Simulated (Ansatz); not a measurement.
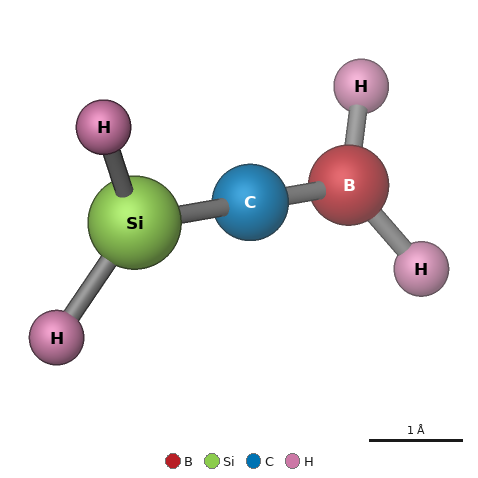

Atoms fade into the background with distance from the viewer. State: neutral, doublet. The computed structure is the end point of a PBE-D4/def2-SVP optimisation. No frequency run is at hand to confirm it as a minimum. Masses are those of the most abundant isotopes; constants are for the rigid equilibrium geometry.

### What kind of rotor is it, and what are its rotational constants in cm⁻¹?

An asymmetric top (C2): A = 3.12, B = 0.155, C = 0.150 cm⁻¹. Ray's parameter κ is −1.00, close to the prolate limit.
